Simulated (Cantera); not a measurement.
A closed system holds: 1 mol SiCl4, 0.65 mol Cl2, 4.7 mol H2, equilibrated at 5.40 bar.

These are equilibrium values from Cantera (NASA tables, ideal gas, pure condensed phases), not measurements of a reactor. Candidate condensed phases: Si; 19 gas species. The tables' values for SiCl3 are old estimates; treat these amounts as uncertain. Kinetics and transport are ignored.

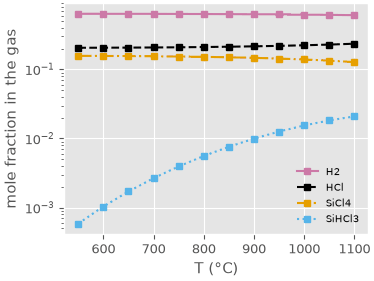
Equilibrium gas composition (values under 1e-9 drawn at 1e-9)

Q: Read off the mole fractions at 1000 °C.

A: H2 about 0.62, HCl about 0.22, SiCl4 about 0.14, SiHCl3 about 0.015.
